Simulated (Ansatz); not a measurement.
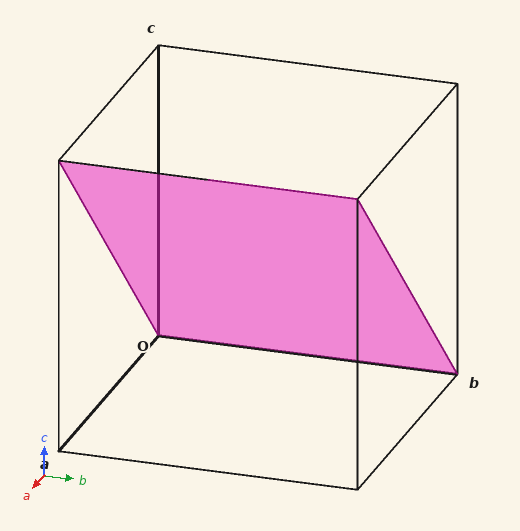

Crystal: Al₇Tl, the end point of a relaxation with DFT PBE, scalar-relativistic, plane waves, PAW in Ansatz; the starting structure was generated, so it need not be a known form of this composition. Every member of one family of equally spaced planes, hx + ky + lz = a whole number, that cuts the unit cell is shaded (one member passes through the origin O). All values are computed from the atomic coordinates in the standard setting (tolerance 0.002 Å).

a = 8.380 Å, b = 8.380 Å, c = 8.380 Å, α = 90.00°, β = 90.00°, γ = 90.00°.

Q: Index the planes.

A: (1 0 −1); the opposite sign names the same planes. The member next to the origin meets the axes a at 1, b never, c at −1.

Q: What is the spacing?

A: d = 5.925 Å.

Q: The space group is Fm-3m (No. 225). How many reflections hkl are equivalent to this one (itself included), and does it occur?

A: 12 reflections are equivalent in the Laue class m-3m. The reflection is systematically absent, by the centring.
